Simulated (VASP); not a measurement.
# BN (Qingsongite) with SCAN: from relaxation to properties, part 2 of 2

How well does SCAN reproduce what experiment finds for BN (Qingsongite)? The cell is relaxed first, and properties follow on it. The start is a cell from a database of measured crystal structures.

VASP 6.6.1, plane waves and PAW; the level of theory is named at each step.

So far. Step 13 (Volume scan with SCAN, volume scale 1.06): The pressure falls from -14.29 to -20.57 GPa. The parabola predicted -20.45 GPa, +0.12 GPa off.

## Step 14: The series together

Times are for 2 MPI ranks of Intel Xeon 6975P-C (Granite Rapids), shared host. The runs compared:

```
no.  volume scale  energy above the lowest point (meV/atom)  pressure (GPa)  gap on the k-mesh (eV)   time  memory (GiB)
  1          0.94                                     29.71           27.45                   5.163  7.8 s          0.22
  2          0.96                                     13.03           17.49                   5.134  7.8 s          0.22
  3          0.98                                      3.33           8.410                   5.106    8 s          0.22
  4             1                                         0          0.1302                   5.078  8.8 s          0.23
  5          1.02                                      2.42          -7.414                   5.049  7.6 s          0.22
  6          1.04                                     10.14          -14.29                   5.020  7.4 s          0.23
  7          1.06                                      22.7          -20.57                   4.991  8.6 s          0.23
```

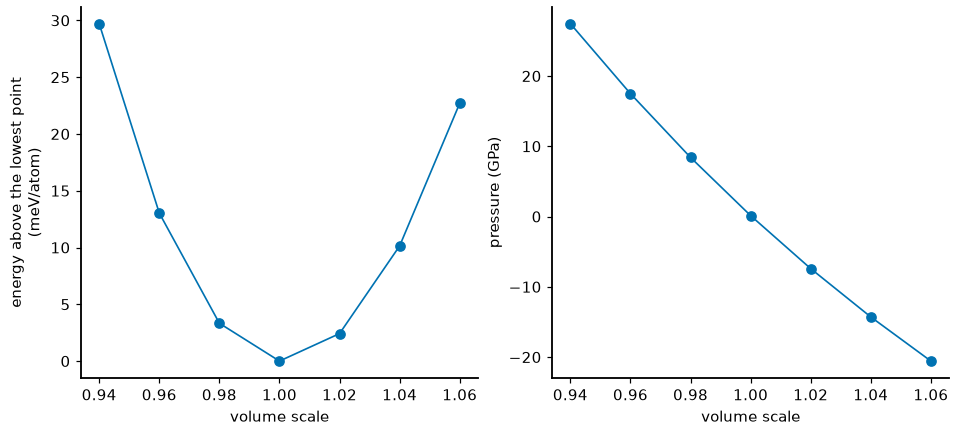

The series as plots.

## Step 15: Fit for SCAN

This step: Birch-Murnaghan fit, SCAN; plane waves and PAW (VASP 6.6.1).

No new run; the numbers come from the runs before.

This step gave:

| Property | Result |
| --- | --- |
| pressure derivative of the bulk modulus | 3.585 |
| r.m.s. error of the fit | 7.59e-6 eV/atom |
| minimum inside the sampled range | yes |
| bulk modulus | 393.5 GPa |
| equilibrium volume of the fit | 5.870 Å³/atom |

The energy above the fitted minimum by volume:

```
volume (Å³/atom)  energy above the fitted minimum (eV/atom)
           5.511                                     0.0297
           5.628                                     0.0131
           5.746                                    0.00336
           5.863                                     2.6e-5
           5.980                                    0.00245
           6.097                                     0.0102
           6.215                                     0.0227
```

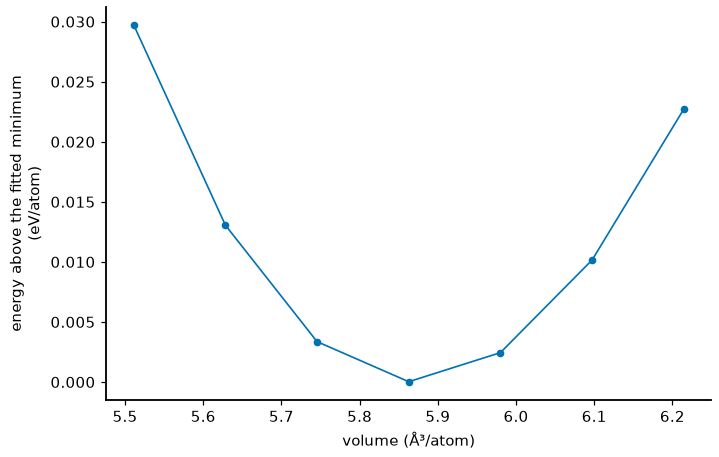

Energy above the fitted minimum against volume.

The fitted volume lies +0.13 % from the relaxed one. At a finite cutoff and mesh the minimum of the energy and the zero of the stress don't quite coincide, and the relaxation stops at a threshold.

## Step 16: Optical spectrum (SCAN)

This step: SCAN; plane waves and PAW (B, N) (VASP 6.6.1).

LOPTICS sums transitions from filled to empty bands. The mesh is finer than in the run before. NBANDS is raised for it.

File INCAR:

```
SYSTEM = BN
PREC = Accurate
ENCUT = 520
EDIFF = 1E-06
NELM = 100
ISMEAR = 0
SIGMA = 0.05
LREAL = .FALSE.
ALGO = Normal
METAGGA = SCAN
LASPH = .TRUE.
NBANDS = 20
LORBIT = 11
LWAVE = .FALSE.
LCHARG = .FALSE.
KPAR = 2
LOPTICS = .TRUE.
NEDOS = 1500
CSHIFT = 0.1
```

File POSCAR:

```
BN
1.0
    0.0000000000      1.8031657440      1.8031657440
    1.8031657440      0.0000000000      1.8031657440
    1.8031657440      1.8031657440      0.0000000000
B N
1 1
Direct
    0.0000000000      0.0000000000      0.0000000000
    0.2500000000      0.2500000000      0.2500000000
```

File KPOINTS:

```
Automatic mesh
0
Gamma
16 16 16
0 0 0
```

PAW data sets: B and N (PBE family, release 64).

The run is started by

```bash
$ mpirun -np 2 vasp_std
```

Elapsed: 32 s, on 2 MPI ranks of Intel Xeon 6975P-C (Granite Rapids), shared host; peak memory 0.31 GiB.

These are independent-particle spectra without excitons or local fields, and fine structure depends on the mesh and on CSHIFT.

Numbers from this step:

| Property | Result |
| --- | --- |
| SCF cycles | 13 |
| bands | 20 |
| irreducible k-points | 145 |
| free energy (TOTEN) | -19.54 eV |
| Fermi energy | 7.545 eV |
| pressure | 0.1401 GPa |
| conduction bottom at k | 0.5, 0.5, 0 |
| gap on the k-mesh | 4.970 eV |
| least direct gap on the k-mesh | 9.523 eV |

The imaginary dielectric function, xx has structure finer than the step of the table below, so its rows give means over 2 eV, whole bins alone (the curve runs from 0 to 25.0 eV). Peaks (eV: height): 12.7: 16.3, 15.6: 8.16.

Table of imaginary dielectric function, xx by photon energy; means over each step:

```csv
photon energy (eV),"imaginary dielectric function, xx"
2,0.00816
4,0.0194
6,0.0413
8,0.117
10,3.42
12,11.0
14,8.34
16,5.35
18,2.91
20,1.46
22,1.04
```

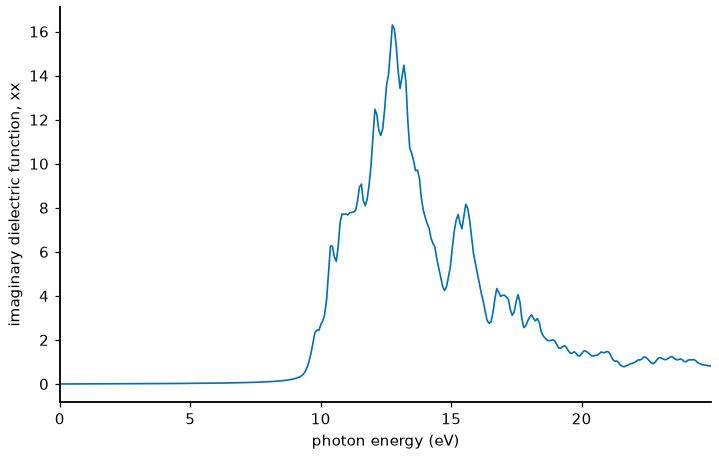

Imaginary dielectric function, xx, plotted against photon energy.

The real dielectric function, xx by photon energy:

```
photon energy (eV)  real dielectric function, xx
                 0                          4.41
                 1                          4.43
                 2                          4.49
                 3                          4.59
                 4                          4.75
                 5                          4.98
                 6                          5.31
                 7                          5.81
                 8                          6.59
                 9                          8.13
                10                          10.8
                11                          9.23
                12                          9.59
                13                         0.159
                14                         -3.24
                15                         0.607
                16                         -4.12
                17                         -2.14
                18                         -2.00
                19                         -2.14
                20                         -1.21
                21                         -1.19
                22                        -0.531
                23                        -0.426
                24                        -0.475
```

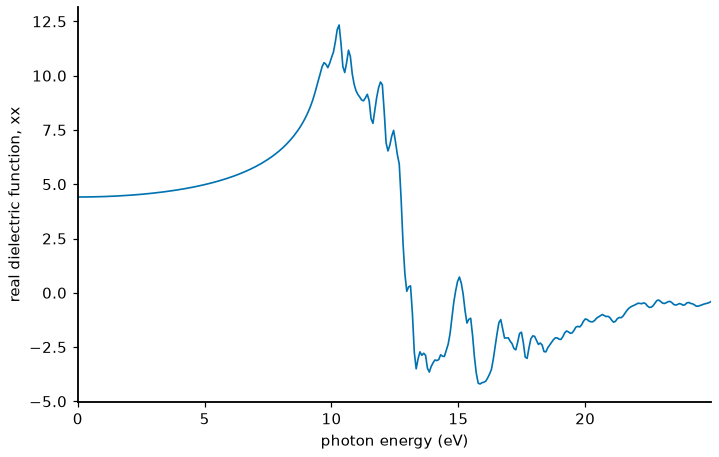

Real dielectric function, xx, plotted against photon energy.

The mean of ε2 over directions passes 5 % of its top at 9.56 eV, against a least direct gap of 9.52 eV on this mesh, so absorption sets in close to the direct gap. The indirect gap (4.97 eV in the band run) doesn't show, since phonons are left out.

## Step 17: Starting orbitals for the hybrid

A hybrid converges badly from random orbitals, so a cheap semilocal run writes a WAVECAR on the same mesh first.

File INCAR:

```
SYSTEM = BN
PREC = Accurate
ENCUT = 520
EDIFF = 1E-05
NELM = 100
ISMEAR = 0
SIGMA = 0.05
LREAL = .FALSE.
ALGO = Normal
METAGGA = SCAN
LASPH = .TRUE.
NBANDS = 10
LORBIT = 11
LWAVE = .TRUE.
LCHARG = .FALSE.
KPAR = 2
```

POSCAR is that of step 16.

File KPOINTS:

```
Automatic mesh
0
Gamma
7 7 7
0 0 0
```

The run is started by

```bash
$ mpirun -np 2 vasp_std
```

It took 4.6 s on 2 MPI ranks; peak memory 0.22 GiB.

A gap read on the k-mesh alone can miss the band edges.

This step gave:

```yaml
scf_cycles: 12
bands: 10
irreducible_k_points: 20
fermi_energy: 7.655 eV
pressure: 0.1450 GPa
conduction_bottom_at_k: 0.4286, 0.4286, 0
gap_on_the_k_mesh: 5.233 eV
least_direct_gap_on_the_k_mesh: 9.522 eV
```

## Step 18: Band structure (HSE06)

This step: HSE06; plane waves and PAW (B, N) (VASP 6.6.1).

HSE06 mixes in a quarter of exact exchange at short range, at far higher cost; in semiconductors this cures much of the gap error, while metals seldom gain.

File INCAR:

```
SYSTEM = BN
PREC = Accurate
ENCUT = 520
EDIFF = 1E-06
NELM = 100
ISMEAR = 0
SIGMA = 0.05
LREAL = .FALSE.
ALGO = Normal
LHFCALC = .TRUE.
AEXX = 0.25
GGA = PE
HFSCREEN = 0.2
LASPH = .TRUE.
NBANDS = 10
PRECFOCK = Fast
LORBIT = 11
LWAVE = .FALSE.
LCHARG = .FALSE.
KPAR = 2
```

POSCAR is that of step 17.

KPOINTS is that of step 17.

File KPOINTS_OPT:

```
Line mode
6
Line-mode
Reciprocal
  0.00000000   0.00000000   0.00000000 GAMMA
  0.50000000   0.00000000   0.50000000 X

  0.50000000   0.00000000   0.50000000 X
  0.50000000   0.25000000   0.75000000 W

  0.50000000   0.25000000   0.75000000 W
  0.37500000   0.37500000   0.75000000 K

  0.37500000   0.37500000   0.75000000 K
  0.00000000   0.00000000   0.00000000 GAMMA

  0.00000000   0.00000000   0.00000000 GAMMA
  0.50000000   0.50000000   0.50000000 L

  0.50000000   0.50000000   0.50000000 L
  0.62500000   0.25000000   0.62500000 U

  0.62500000   0.25000000   0.62500000 U
  0.50000000   0.25000000   0.75000000 W

  0.50000000   0.25000000   0.75000000 W
  0.50000000   0.50000000   0.50000000 L

  0.50000000   0.50000000   0.50000000 L
  0.37500000   0.37500000   0.75000000 K

  0.62500000   0.25000000   0.62500000 U
  0.50000000   0.00000000   0.50000000 X
```

The run starts from files that an earlier step left in the folder.

The run is started by

```bash
$ mpirun -np 2 vasp_std
```

It took 74 s on 2 MPI ranks; peak memory 0.44 GiB.

This step gave:

| Property | Result |
| --- | --- |
| SCF cycles | 7 |
| free energy (TOTEN) | -20.36 eV |
| Fermi energy | 6.886 eV |
| least gap on mesh and path | 5.806 eV |
| least direct gap on mesh and path | 10.61 eV |
| conduction bottom at k | 0.5, 0, 0.5 |

Electronic bands along the path, in eV, zero at the valence-band top; v1 is the highest filled band, c1 the lowest empty one:

| point | v3 | v2 | v1 | c1 | c2 | c3 | c4 |
| --- | --- | --- | --- | --- | --- | --- | --- |
| Γ | 0.00 | 0.00 | 0.00 | 10.61 | 10.61 | 10.61 | 12.28 |
| X | -9.82 | -5.35 | -5.35 | 5.81 | 10.80 | 20.60 | 20.60 |
| W | -8.38 | -7.60 | -7.04 | 11.29 | 15.48 | 16.35 | 16.99 |
| K | -8.96 | -8.33 | -4.45 | 8.41 | 14.80 | 18.26 | 19.19 |
| Γ | 0.00 | 0.00 | 0.00 | 10.61 | 10.61 | 10.61 | 12.28 |
| L | -11.71 | -2.12 | -2.12 | 11.97 | 12.58 | 12.58 | 17.47 |
| U | -8.96 | -8.33 | -4.45 | 8.41 | 14.80 | 18.26 | 19.19 |
| W | -8.38 | -7.60 | -7.04 | 11.29 | 15.48 | 16.35 | 16.99 |
| L | -11.71 | -2.12 | -2.12 | 11.97 | 12.58 | 12.58 | 17.47 |
| K | -8.96 | -8.33 | -4.45 | 8.41 | 14.80 | 18.26 | 19.19 |
| jump to U | -8.96 | -8.33 | -4.45 | 8.41 | 14.80 | 18.26 | 19.19 |
| X | -9.82 | -5.35 | -5.35 | 5.81 | 10.80 | 20.60 | 20.60 |

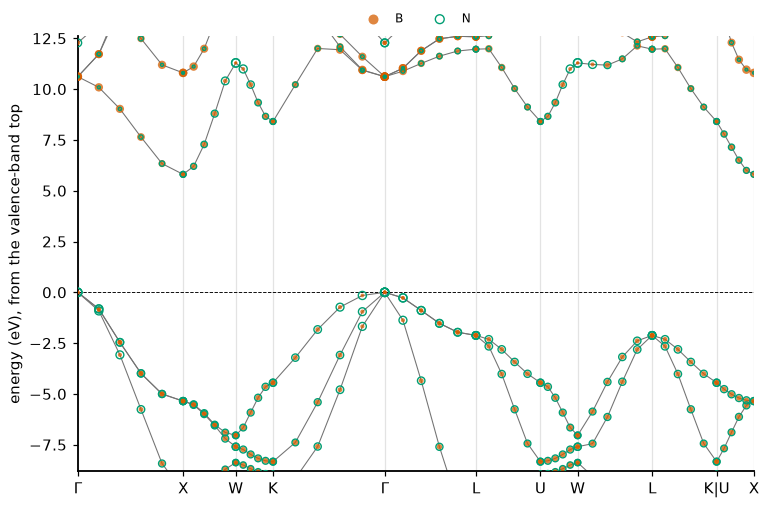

Electronic bands along the path; dots are coloured as in the legend, and their area grows with the weight.

The gap moves by +0.84 eV against SCAN, which ran on another mesh.

The path shows an indirect gap of 5.81 eV (valence top at Γ, conduction bottom at X). The least direct gap is 10.61 eV.

## Step 19: Bands along the symmetry lines (TB-mBJ)

This step: TB-mBJ; plane waves and PAW (B, N) (VASP 6.6.1).

Levels along the symmetry lines show where the bands peak and cross; KPOINTS_OPT computes them in the converged potential. TB-mBJ is a local potential fitted to gaps: it costs far less than a hybrid but gives no energy.

File INCAR:

```
SYSTEM = BN
PREC = Accurate
ENCUT = 520
EDIFF = 1E-06
NELM = 150
ISMEAR = 0
SIGMA = 0.05
LREAL = .FALSE.
ALGO = Normal
METAGGA = MBJ
LASPH = .TRUE.
NBANDS = 16
LORBIT = 11
LWAVE = .FALSE.
LCHARG = .FALSE.
KPAR = 2
```

POSCAR is that of step 18.

File KPOINTS:

```
Automatic mesh
0
Gamma
11 11 11
0 0 0
```

KPOINTS_OPT: that of step 18 with these lines changed.

```diff
@@ -1,3 +1,3 @@
 Line mode
-6
+16
 Line-mode
```

The run is started by

```bash
$ mpirun -np 2 vasp_std
```

Run time: 12 s. Hardware: 2 MPI ranks; peak memory 0.26 GiB; 23 s of CPU time.

This functional is a potential without an energy, so its energies, forces and stress mean nothing and are not read.

Numbers from this step:

```yaml
scf_cycles: 34
bands: 16
irreducible_k_points: 56
fermi_energy: 7.758 eV
least_gap_on_mesh_and_path: 5.801 eV
least_direct_gap_on_mesh_and_path: 10.33 eV
```

The electronic bands at the labelled points (eV, zero at the valence-band top; v1 is the highest filled band, c1 the lowest empty one):

| point | v3 | v2 | v1 | c1 | c2 | c3 | c4 |
| --- | --- | --- | --- | --- | --- | --- | --- |
| Γ | 0.00 | 0.00 | 0.00 | 10.33 | 10.33 | 10.33 | 11.60 |
| X | -8.84 | -4.71 | -4.71 | 5.80 | 10.20 | 20.37 | 20.37 |
| W | -7.60 | -6.67 | -6.10 | 10.94 | 15.07 | 15.90 | 16.02 |
| K | -8.08 | -7.28 | -3.90 | 8.20 | 14.09 | 17.88 | 18.91 |
| Γ | 0.00 | 0.00 | 0.00 | 10.33 | 10.33 | 10.33 | 11.60 |
| L | -10.39 | -1.85 | -1.85 | 11.15 | 12.18 | 12.18 | 17.37 |
| U | -8.08 | -7.28 | -3.90 | 8.20 | 14.09 | 17.88 | 18.91 |
| W | -7.60 | -6.67 | -6.10 | 10.94 | 15.07 | 15.90 | 16.02 |
| L | -10.39 | -1.85 | -1.85 | 11.15 | 12.18 | 12.18 | 17.37 |
| K | -8.08 | -7.28 | -3.90 | 8.20 | 14.09 | 17.88 | 18.91 |
| jump to U | -8.08 | -7.28 | -3.90 | 8.20 | 14.09 | 17.88 | 18.91 |
| X | -8.84 | -4.71 | -4.71 | 5.80 | 10.20 | 20.37 | 20.37 |

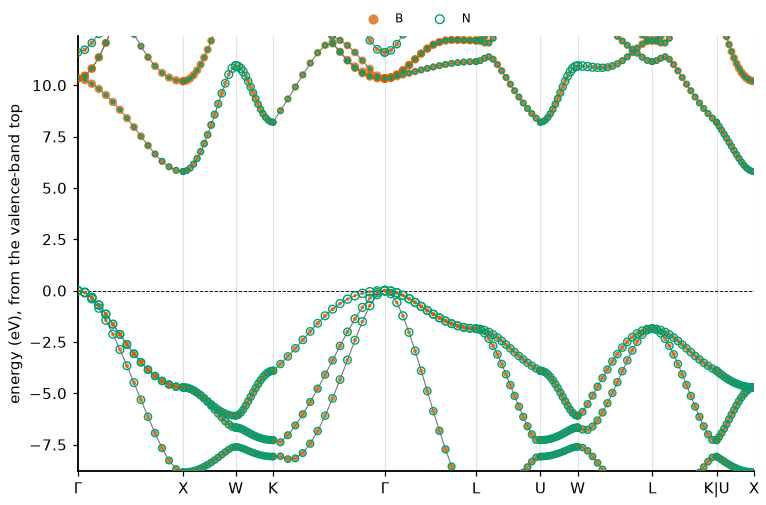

Electronic bands along the path; dots are coloured as in the legend, and their area grows with the weight.

The gap moves by +0.83 eV against SCAN.

## Step 20: Summary of results

```
relaxed volume                              : 5.863 Å³/atom
relaxed conventional cell a, b, c           : 3.606, 3.606, 3.606 Å
space group after relaxing, within 0.02 Å   : F-43m (No. 216)
band gap                                    : 4.97 eV, indirect (least direct gap of that run 9.52 eV)
gap on the dense mesh                       : 4.97 eV
highest zone-centre mode                    : 1042 cm⁻¹
bulk modulus from the fit                   : 394 GPa
volume from the fit                         : 5.87 Å³/atom
strongest peak of ε2, mean over directions  : 12.7 eV
ε1 at zero frequency, no local fields, mean : 4.41
band gap (HSE06)                            : 5.81 eV, indirect (least direct gap of that run 10.6 eV)
band gap (TB-mBJ)                           : 5.80 eV, indirect (least direct gap of that run 10.3 eV)
```

What this shows: With SCAN, BN (Qingsongite) relaxes to 5.863 Å³/atom in space group F-43m (held by the symmetry of the run), has an indirect gap of 4.97 eV (5.81 eV with HSE06) and has a bulk modulus of 394 GPa. Against the listed cell the volume lies -0.7 %. Band structure (SCAN): The path shows an indirect gap of 4.97 eV (valence top at Γ, conduction bottom at X). The least direct gap is 9.52 eV. Zone-centre phonons (SCAN): The highest mode at Γ, 1042.0 cm⁻¹, has its largest share on B (56 % of the kinetic energy). Band structure (HSE06): The path shows an indirect gap of 5.81 eV (valence top at Γ, conduction bottom at X). The least direct gap is 10.61 eV. Bands along the symmetry lines (TB-mBJ): On this path the gap is indirect, 5.80 eV, with the valence top at Γ and the conduction bottom at X. The least direct gap is 10.33 eV. The other levels ran on the cell relaxed with SCAN, and without spin-orbit coupling unless named. Semilocal functionals usually underestimate gaps. Modes at Γ alone can't show that the crystal is stable at other wave vectors, and the LO-TO splitting is not included. No search among competing phases was made, and a listed structure need not be the one stable at ambient conditions. All values are for a static lattice at zero temperature.

Comparison with the measured values:

```
                             quantity  measured            SCAN  Birch-Murnaghan fit, SCAN
               lattice constant a (Å)    3.6152  3.606 (-0.2 %)                          -
                   bulk modulus (GPa)       395               -               394 (-0.4 %)
Raman mode, TO phonon at Gamma (cm⁻¹)      1056   1042 (-1.3 %)                          -
```

Measured values from arxiv:cond-mat/0702656 (2007) and arxiv:1812.11146 (2018).

**Verdict.** The lattice constant a is off by -0.2 %: good agreement. The bulk modulus is off by -0.4 %: good agreement. The Raman mode is off by -1.3 %: good agreement. The grades are ours: good and fair within 0.7 and 1.5 % for the lattice constant a, 5 and 12 % for the bulk modulus and 3 and 7 % for the Raman mode. For lattice constants, bulk modulus and Raman mode the calculation has a static lattice, without zero-point motion or thermal expansion (measured at up to 295 K).

[Lines on the potential files, build, host, timing and source positions are cut from VASP's logs without a mark.]

[Logs are printed without paths, hosts, clocks, repeated set-up lines and the standing remarks that a program may print on its own settings, such as how far it seeks lower states.]

[Hosts, paths, dates, database ids (printed as entryN), source tags and the programs' standing remarks are cut or masked in the printed files.]

[Measured values are set beside computed ones only where the two were judged alike; some that the calculation misses by far are left out.]
